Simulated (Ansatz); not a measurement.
```cif
data_structure
_symmetry_space_group_name_H-M 'P 1'
_symmetry_Int_Tables_number 1
_cell_length_a 5.5828
_cell_length_b 5.2939
_cell_length_c 15.5066
_cell_angle_alpha 90.000
_cell_angle_beta 93.552
_cell_angle_gamma 90.000
_cell_volume 457.41
loop_
_atom_site_label
_atom_site_type_symbol
_atom_site_fract_x
_atom_site_fract_y
_atom_site_fract_z
_atom_site_occupancy
W1 W 0.22130 0.50000 0.40565 1
W2 W 0.72130 0.00000 0.40565 1
W3 W 0.27870 0.00000 0.59435 1
W4 W 0.77870 0.50000 0.59435 1
Se1 Se 0.23790 0.00000 0.43450 1
Se2 Se 0.73790 0.50000 0.43450 1
Se3 Se 0.26210 0.50000 0.56550 1
Se4 Se 0.76210 0.00000 0.56550 1
```

Space group C2/m; built by placing these elements on a known structure type; not relaxed (largest force 0.5 eV/Å); computed pressure about −6 GPa in this cell.

The calculation used DFT, PAW plane waves, r2SCAN (Ansatz).

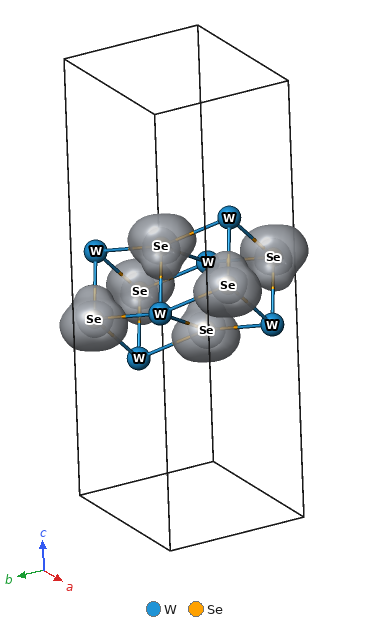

WSe. Isosurface of the ELF at 0.7 (grey), seen at an oblique angle. Core shells are left out. Sticks mark near contacts.

Q: Where are the electrons localised?

A: The surface consists of four regions wrapped around Se (the valence shell of each), counted in one cell of 8 atoms. Any copies at cell faces, edges or corners count once.

Values along the shortest contacts:
W–Se (2.48 Å): the ELF is about 0.50 at the midpoint. W–Se (2.69 Å): the ELF is about 0.40 at the midpoint.

Q: What Bader charges does the calculation give?

A: Electrons move from W towards Se. Bader charges: W +0.86 and Se −0.86 e.
